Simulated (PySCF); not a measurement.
# C3H8BrGeN: electronic excitations at several levels of theory

Aim: compute the electronic excitations of C3H8BrGeN (`[NH2][Ge@H]([Br])[CH]1CC1`) at several levels, and see how far they spread and what each costs.

Computed with PySCF 2.14.0, with density-fitted response routines of our own, on a single molecule in the gas phase. Atoms count from 0, in the outputs and in this text.

## 1. Starting geometry

14 atoms, charge 0, multiplicity 1; geometry from: GFN2-xTB.

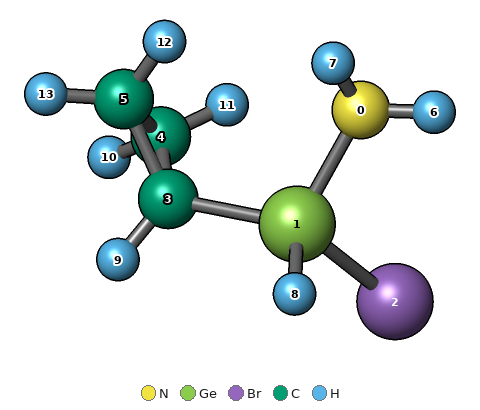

The starting geometry (nitrogen yellow, germanium green, bromine purple, carbon teal, hydrogen blue), atoms numbered.

## 2. Optimising the geometry at PBE0-D3(BJ)/def2-SVP

What the job is given:

```
{"job": {"xc": "PBE0", "basis": "def2-SVP", "d3": "d3bj", "grid": 1, "kind": "geom"}, "charge": 0, "multiplicity": 1}
N      1.954810    -0.098242    -0.767185
Ge     1.159018     0.121824     0.849877
Br     1.652686    -1.838419     1.914214
C     -0.782600     0.305281     0.618547
C     -1.526256    -0.730616    -0.174271
C     -1.364891     0.643951    -0.722704
H      2.883177    -0.496433    -0.787935
H      1.914795     0.669008    -1.419863
H      1.776036     1.202586     1.751808
H     -1.299480     0.713702     1.479096
H     -2.499154    -1.042319     0.176085
H     -0.952973    -1.524643    -0.633803
H     -0.690935     0.776577    -1.556929
H     -2.224912     1.297271    -0.749101
```

Log:

```text
step   0  E = -4823.62320480  max force = 0.016123
step   1  E = -4823.62526218  max force = 0.004807
step   2  E = -4823.62564085  max force = 0.001935
step   3  E = -4823.62568894  max force = 0.000722
step   4  E = -4823.62572653  max force = 0.001490
step   5  E = -4823.62576161  max force = 0.002235
step   6  E = -4823.62581972  max force = 0.001997
step   7  E = -4823.62589785  max force = 0.000958
step   8  E = -4823.62595579  max force = 0.000573
step   9  E = -4823.62596889  max force = 0.000757
step  10  E = -4823.62596846  max force = 0.000422
optimisation converged
```

Run time: 2.7 min. Hardware: 1 thread, shared host.

The steps of the relaxation:

```
step  energy from step 0 (eV)  largest force component (eV/Å)
   0                   0.0000                          0.8291
   1                  -0.0560                          0.2472
   2                  -0.0663                          0.0995
   3                  -0.0676                          0.0371
   4                  -0.0686                          0.0766
   5                  -0.0696                          0.1149
   6                  -0.0712                          0.1027
   7                  -0.0733                          0.0493
   8                  -0.0749                          0.0295
   9                  -0.0752                          0.0389
  10                  -0.0752                          0.0217
```

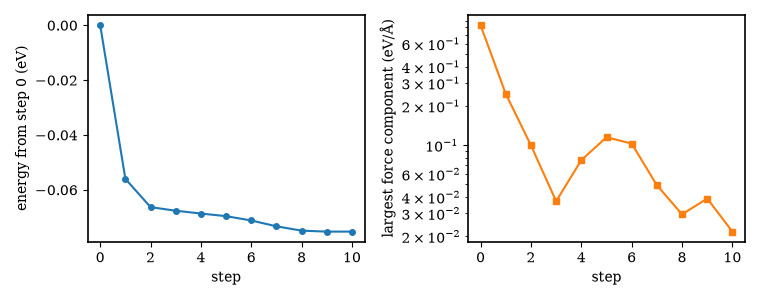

Energy and largest force along the relaxation.

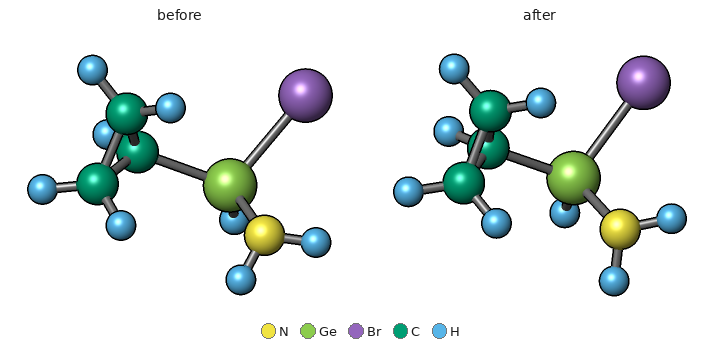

Before and after, at one scale.

Distances of close pairs at the start and the end, largest changes first:

```csv
bond,before (Å),after (Å),change (Å)
Ge1–C3,1.964,1.924,-0.040
Ge1–Br2,2.285,2.319,+0.035
N0–Ge1,1.816,1.835,+0.019
C5–H12,1.081,1.094,+0.014
C4–H10,1.080,1.093,+0.013
C5–H13,1.080,1.093,+0.013
C4–H11,1.082,1.094,+0.013
C3–H9,1.084,1.095,+0.011
```

The next job starts from the end point, and lists it.

```
                         at the end point                value
  point group (found at 0.08 Å tolerance)                   C1
rotational constants (GHz, main isotopes)  2.600, 0.987, 0.835
                        dipole moment (D)                 2.37
```

## 3. Excited states and response: CAM-B3LYP/def2-SVPD

What the job is given:

```
{"job": {"kind": "uv", "xc": "CAM-B3LYP", "basis": "def2-SVPD", "ip": true}, "charge": 0, "multiplicity": 1}
N      2.512517    -0.095761     0.345746
Ge     1.473237     0.157801     1.836674
Br     1.859492    -1.741239     3.111019
C     -0.371333     0.174819     1.290862
C     -0.889806    -0.979652     0.476755
C     -0.688254     0.345954    -0.176429
H      3.281005    -0.742312     0.506314
H      2.888829     0.760037    -0.055359
H      1.871314     1.367436     2.708068
H     -1.070503     0.623465     2.003781
H     -1.908726    -1.318378     0.681659
H     -0.191550    -1.783644     0.224078
H      0.154169     0.431944    -0.869275
H     -1.563497     0.946878    -0.437493
```

Method: TDDFT CAM-B3LYP/def2-SVPD, vertical, gas phase, core orbitals frozen in the response.

Log:

```text
coarse grid: 55184 points
cycle   1  E = -4824.4698598379  dE = -9.726e-01  |g| = 6.060e-01  |ddm| = 5.566e+00
cycle   2  E = -4824.4650639573  dE =  4.796e-03  |g| = 6.722e-01  |ddm| = 2.240e+00
cycle   3  E = -4824.5395122624  dE = -7.445e-02  |g| = 5.182e-02  |ddm| = 1.025e+00
cycle   4  E = -4824.5399751794  dE = -4.629e-04  |g| = 2.773e-02  |ddm| = 1.520e-01
cycle   5  E = -4824.5401361745  dE = -1.610e-04  |g| = 7.595e-03  |ddm| = 3.803e-02
cycle   6  E = -4824.5401469885  dE = -1.081e-05  |g| = 7.732e-04  |ddm| = 2.284e-02
cycle   7  E = -4824.5401472241  dE = -2.356e-07  |g| = 3.021e-04  |ddm| = 3.065e-03
final grid: 113704 points
cycle   8  E = -4824.5400662908  dE = -7.142e-08  |g| = 2.341e-04  |ddm| = 4.946e-03
cycle   9  E = -4824.5400662961  dE = -5.350e-09  |g| = 2.072e-04  |ddm| = 9.175e-04
cycle  10  E = -4824.5400663060  dE = -9.908e-09  |g| = 2.922e-05  |ddm| = 3.536e-04
cycle  11  E = -4824.5400663061  dE = -9.186e-11  |g| = 7.424e-06  |ddm| = 5.152e-05
converged SCF energy = -4824.5400663061

Static polarisability (au): isotropic 92.577, principal 81.806 89.426 106.497

Singlet excitations
state   eV       nm        f      main configurations
  1   6.3590    195.0   0.00635   H->L 0.79
  2   6.5094    190.5   0.02888   H-1->L 0.82
  3   6.6482    186.5   0.04587   H->L+1 0.54, H-2->L 0.27
  4   6.8324    181.5   0.01421   H-2->L 0.52, H->L+1 0.13, H-2->L+1 0.09
  5   7.5304    164.6   0.00962   H-1->L+1 0.52, H-3->L 0.17
  6   7.6139    162.8   0.02507   H->L+2 0.61, H->L+3 0.10
  7   7.7168    160.7   0.03553   H-3->L 0.61, H-1->L+1 0.13, H-2->L+1 0.11
  8   7.7982    159.0   0.09764   H-4->L 0.40, H-2->L+1 0.16, H-1->L+2 0.10
  9   7.8538    157.9   0.02908   H-1->L+2 0.49, H-4->L 0.27
 10   7.9522    155.9   0.11122   H-2->L+1 0.36, H-1->L+2 0.15, H-3->L 0.10

Triplet excitations (Tamm-Dancoff, eV): 5.9966 6.1128 6.1621 6.5062
Vertical ionisation energy (delta-SCF) = 9.7900 eV
```

It took 5.3 min on 1 thread, shared host.

Frontier orbitals and where they lie:

```csv
orbital,eV,atoms
HOMO−3,-9.98,"C3 28 %, C4 27 %, C5 12 %"
HOMO−2,-9.57,"Br2 75 %, N0 9 %, Ge1 8 %"
HOMO−1,-9.28,"Br2 68 %, N0 8 %, C3 7 %"
HOMO,-9.04,"N0 44 %, Br2 13 %, Ge1 13 %"
LUMO,0.64,"Br2 38 %, Ge1 29 %, H8 11 %"
LUMO+1,0.94,"Ge1 29 %, Br2 20 %, H7 14 %"
LUMO+2,1.40,"Br2 28 %, Ge1 24 %, H8 15 %"
```

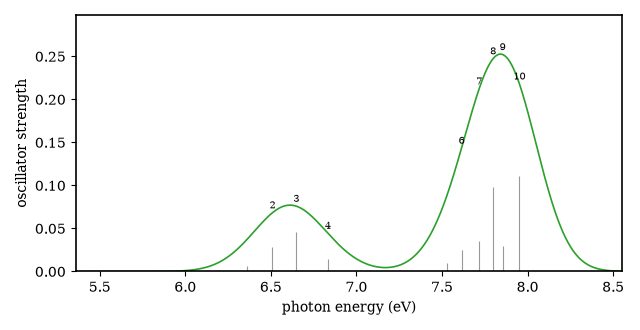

Absorption spectrum from the 10 singlet states computed; above the last one it falls off for lack of states. Lines are broadened to a width of 0.40 eV (Gaussian).

Ground-state properties from the same run:

```
           property  computed
  dipole moment (D)      2.46
polarisability (Å³)     13.72
 HOMO–LUMO gap (eV)      9.68
      −ε(HOMO) (eV)      9.04
```

## 4. Excited states and response: wB97X-D/def2-SVPD

The job, as its differences from that of step 3:

```diff
@@ -1,2 +1,2 @@
-{"job": {"kind": "uv", "xc": "CAM-B3LYP", "basis": "def2-SVPD", "ip": true}, "charge": 0, "multiplicity": 1}
+{"job": {"kind": "uv", "xc": "wB97X-D", "basis": "def2-SVPD", "ip": true}, "charge": 0, "multiplicity": 1}
 N      2.512517    -0.095761     0.345746
```

With the program's defaults for keys left out, this is: TDDFT wB97X-D/def2-SVPD, vertical, gas phase, core orbitals frozen in the response.

Log:

```text
coarse grid: 55184 points
cycle   1  E = -4824.3935073710  dE = -9.623e-01  |g| = 5.678e-01  |ddm| = 5.317e+00
cycle   2  E = -4824.4057536595  dE = -1.225e-02  |g| = 5.810e-01  |ddm| = 2.032e+00
cycle   3  E = -4824.4605197981  dE = -5.477e-02  |g| = 4.224e-02  |ddm| = 8.309e-01
cycle   4  E = -4824.4609147625  dE = -3.950e-04  |g| = 1.921e-02  |ddm| = 1.567e-01
cycle   5  E = -4824.4610075422  dE = -9.278e-05  |g| = 7.859e-03  |ddm| = 4.890e-02
cycle   6  E = -4824.4610207418  dE = -1.320e-05  |g| = 1.278e-03  |ddm| = 3.065e-02
cycle   7  E = -4824.4610213990  dE = -6.572e-07  |g| = 4.606e-04  |ddm| = 8.330e-03
final grid: 113704 points
cycle   8  E = -4824.4604213392  dE = -1.819e-06  |g| = 4.720e-04  |ddm| = 1.851e-02
cycle   9  E = -4824.4604213951  dE = -5.593e-08  |g| = 3.126e-04  |ddm| = 2.789e-03
cycle  10  E = -4824.4604214109  dE = -1.583e-08  |g| = 9.441e-05  |ddm| = 7.275e-04
cycle  11  E = -4824.4604214128  dE = -1.908e-09  |g| = 2.549e-05  |ddm| = 3.205e-04
cycle  12  E = -4824.4604214130  dE = -1.746e-10  |g| = 7.728e-06  |ddm| = 1.092e-04
converged SCF energy = -4824.4604214130

Static polarisability (au): isotropic 92.463, principal 81.790 89.312 106.287

Singlet excitations
state   eV       nm        f      main configurations
  1   6.4587    192.0   0.00841   H->L 0.80
  2   6.6186    187.3   0.02756   H-1->L 0.85
  3   6.8066    182.2   0.04434   H->L+1 0.46, H-2->L 0.36
  4   6.9367    178.7   0.02104   H-2->L 0.46, H->L+1 0.19, H->L 0.09
  5   7.6992    161.0   0.01399   H-3->L 0.42, H-1->L+1 0.27
  6   7.7870    159.2   0.03461   H->L+2 0.57, H->L+3 0.12, H-3->L 0.09
  7   7.8871    157.2   0.05380   H-3->L 0.34, H-1->L+1 0.28, H-2->L+1 0.12
  8   7.9479    156.0   0.10617   H-4->L 0.54, H-1->L+1 0.17, H-1->L+3 0.09
  9   8.0483    154.1   0.03481   H-1->L+2 0.62
 10   8.1656    151.8   0.10496   H-2->L+1 0.48, H-1->L+2 0.08

Triplet excitations (Tamm-Dancoff, eV): 6.1256 6.2319 6.4293 6.6077
Vertical ionisation energy (delta-SCF) = 9.7416 eV
```

Run time: 5.2 min. Hardware: 1 thread, shared host.

This run: HOMO -9.55 eV, LUMO 1.43 eV; lowest singlet 6.46 eV.

(Part 1 of 2 ends here.)
